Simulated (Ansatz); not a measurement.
Species, as SMILES: F[SiH] (F-SiH) (closed-shell singlet).
Atoms: Si1, H2, F3. Bonds: Si1-H2, Si1-F3.

Basis-set convergence of the highest harmonic wavenumber at MP2 with Ansatz (a first-principles code). Each level at its own minimum, finite differences of forces, unscaled; the reference is a large set that could be run, not a limit. Cartesian d functions, on some or all atoms, in 6-31G*, 6-311G**, 6-311+G**; all else is spherical. Cores are frozen. Core-valence sets carry the plain set on hydrogen. A restricted Hartree-Fock determinant is unstable towards unrestricted orbitals. No added dispersion term, no relativity. Reference: the value in def2-QZVPP, 2065 cm⁻¹, itself unsure by roughly 7 cm⁻¹ (its mean distance from cc-pV(Q+d)Z, aug-cc-pV(T+d)Z, def2-TZVPPD). Deviations are taken from unrounded values. Cost is core time over that of 6-311G**, rough, on shared machines of one kind.

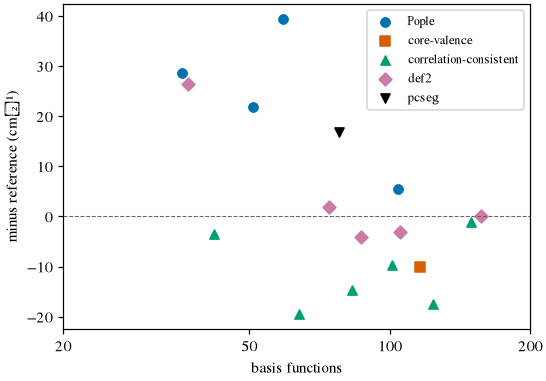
Deviation from the reference against the number of basis functions, by family of sets.

| basis | functions | highest harmonic wavenumber (cm⁻¹) | minus reference (cm⁻¹) | cost |
|---|---|---|---|---|
| 6-31G* | 36 | 2093 | 29 | 0.6× |
| def2-SVP | 37 | 2091 | 26 | 0.5× |
| cc-pV(D+d)Z | 42 | 2061 | -4 | 0.8× |
| 6-311G** | 51 | 2086 | 22 | 1× |
| 6-311+G** | 59 | 2104 | 39 | 1× |
| aug-cc-pV(D+d)Z | 64 | 2045 | -20 | 2× |
| def2-TZVP | 74 | 2066 | 2 | 2× |
| pcseg-2 | 78 | 2081 | 17 | 2× |
| cc-pV(T+d)Z | 83 | 2050 | -15 | 2× |
| def2-TZVPP | 87 | 2060 | -4 | 2× |
| jun-cc-pV(T+d)Z | 101 | 2055 | -10 | 3× |
| 6-311++G(3df,3pd) | 104 | 2070 | 6 | 3× |
| def2-TZVPPD | 105 | 2061 | -3 | 3× |
| cc-pCVTZ | 116 | 2055 | -10 | 4× |
| aug-cc-pV(T+d)Z | 124 | 2047 | -18 | 5× |
| cc-pV(Q+d)Z | 149 | 2063 | -1 | 9× |
| def2-QZVPP | 157 | 2065 | 0 | 10× |
